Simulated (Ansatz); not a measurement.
Consider CBClF (doublet).

The calculation's input:

```
crystal:
  periodic: [false, false, false]
  atoms:
    - {symbol: C, position_ang: [0.000000, 0.000000, -0.777519]}
    - {symbol: B, position_ang: [0.000000, 0.000000, 0.565633]}
    - {symbol: Cl, position_ang: [0.000000, 0.000000, 2.263948]}
    - {symbol: F, position_ang: [0.000000, 0.000000, -2.052062]}
basis:
  gaussian:
    orbitals: def2-TZVPD
magnetization:
  spin_polarized: true
  initial_magnetization: 1
hamiltonian:
  xc: {name: PBE0}
output: {forces: true, orbitals: {seedname: orbitals}}
```

Run with:

```sh
ansatz run input.yaml --threads 1 --pin off --max-ram 2610MiB --events-out events.jsonl --progress --plain --runs-dir runs
```

Geometry: PBE0-D3(BJ)/def2-SVP.

These are results of Ansatz, isolated molecule in a Gaussian basis; Kohn-Sham density functional theory, functional PBE0, not measurements.

**What can the converged electron density, electron localisation function and spin density tell about the bonding?**

C–F (1.27 Å): ρ is about 2.7 e/Å³ halfway; the ELF peaks at about 0.85 between the atoms; a polar covalent bond.
C–B (1.34 Å): ρ at the midpoint is about 1.8 e/Å³; the ELF peaks at about 0.80 between the atoms; a covalent bond.
B–Cl (1.70 Å): the density is about 1.5 e/Å³ at the midpoint; the ELF peaks at about 0.90 between the atoms: a polar covalent bond.
The unpaired spin (1 electron) lies mostly on C1 (about 0.5), B2 (about 0.3) and F4 (about 0.1), in electrons by Hirshfeld's partition.

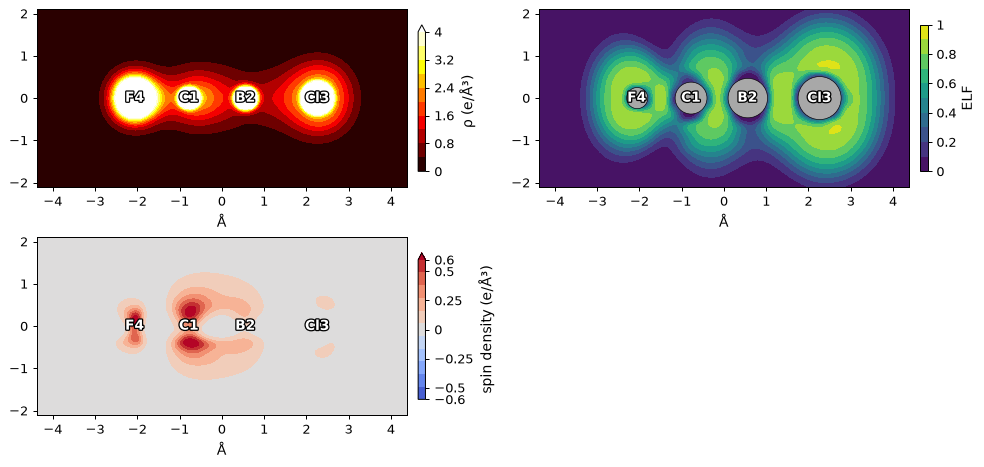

Computed electron density, electron localisation function and spin density on a plane that holds the molecular axis, in this order. Grey discs cover the atomic cores in the ELF map. 
